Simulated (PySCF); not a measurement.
**C₃H₇FNSi (SMILES F[C@H]1[CH][SiH2]NC1) (doublet): density, localisation and related maps**

```xyz
13

F    -1.1966    1.8684    1.0718
C    -0.5330    1.1330    0.0991
C     0.8905    0.9223    0.4116
Si    1.4175   -0.7762   -0.0820
N    -0.1950   -1.1263   -0.5890
C    -1.2091   -0.2337   -0.0885
H    -0.6393    1.7335   -0.8217
H     1.4214    1.7017    0.9262
H     1.9432   -1.5603    1.0472
H     2.2894   -0.9048   -1.2527
H    -0.5395   -2.0385   -0.8348
H    -1.6080   -0.5471    0.8872
H    -2.0459   -0.1716   -0.7922
```

Geometry: GFN2-xTB.

The calculation used UKS B3LYP, pcH-1 on C F H N Si, non-relativistic, mean-field spin-orbit, GIAO in PySCF.

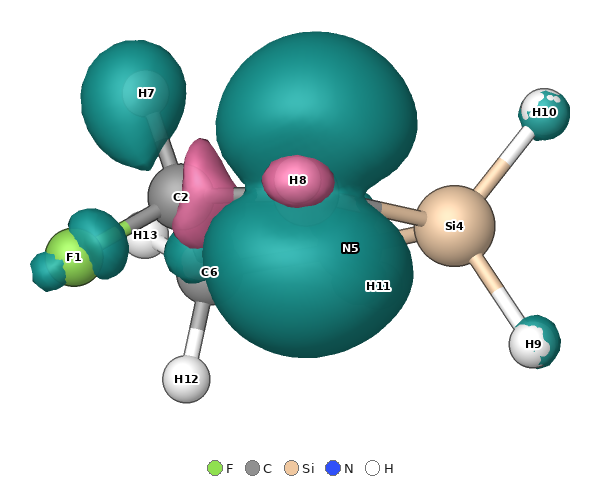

Figure 1. Isosurfaces of the spin density at +0.02 (teal) and −0.02 e/Å³ (pink), seen from one side.

Q: Where is the unpaired spin?

A: The unpaired spin (1 electron) lies mostly on C3 (about 0.7) and Si4 (about 0.1), in electrons by Hirshfeld's partition.

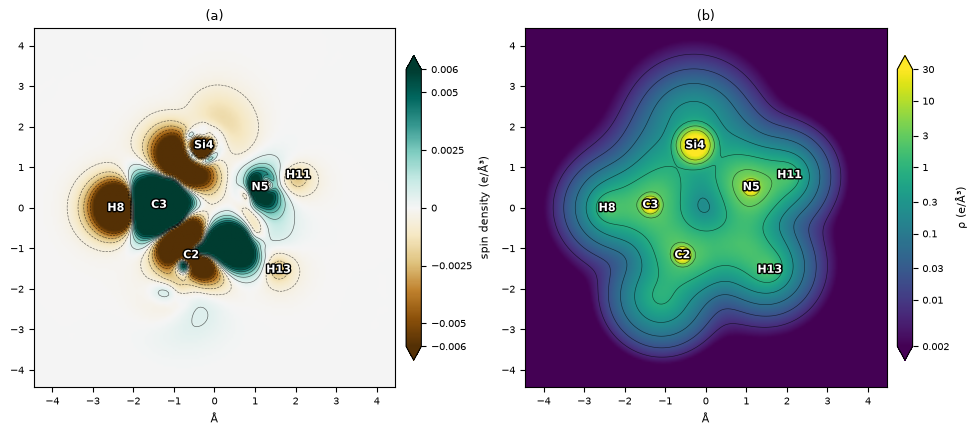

Figure 2. (a) spin density (α minus β); (b) electron density on the plane of atoms C3, Si4 and N5.

Q: Interpret the plot.

A:
- Atoms in the plane: C, Si, N and H.
- C–C (1.47 Å): ρ is about 1.8 e/Å³ halfway.
- Si–N (1.73 Å): the density is about 1.1 e/Å³ at the midpoint.
- C–Si (1.85 Å): the density is about 0.98 e/Å³ at the midpoint.
- N–H (1.01 Å): ρ is about 2.8 e/Å³ halfway.

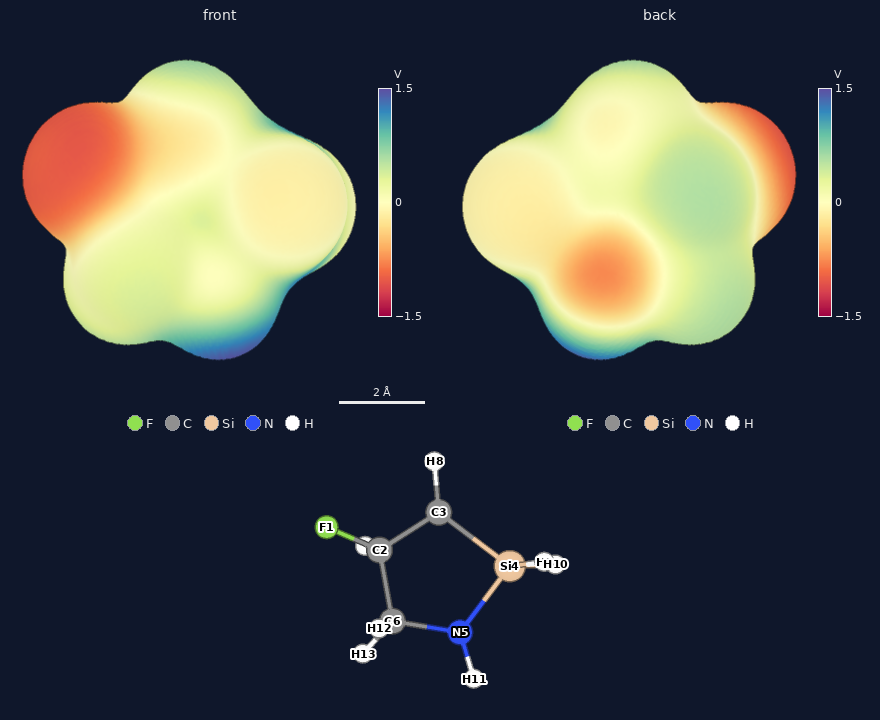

Figure 3. The molecular electrostatic potential painted on the density surface at 0.001 e/bohr³, seen from the front and from behind; red is negative and blue positive. The bare structure is drawn below in the same view.

Q: Which sites attract a positive test charge, and which a negative one?

A: A positive charge is drawn to the negative regions and a negative charge to the positive ones. The most negative region (about −1.0 V, or −23 kcal/mol for a unit charge) lies over F1, the most positive (about +1.4 V, or +32 kcal/mol for a unit charge) over H11.
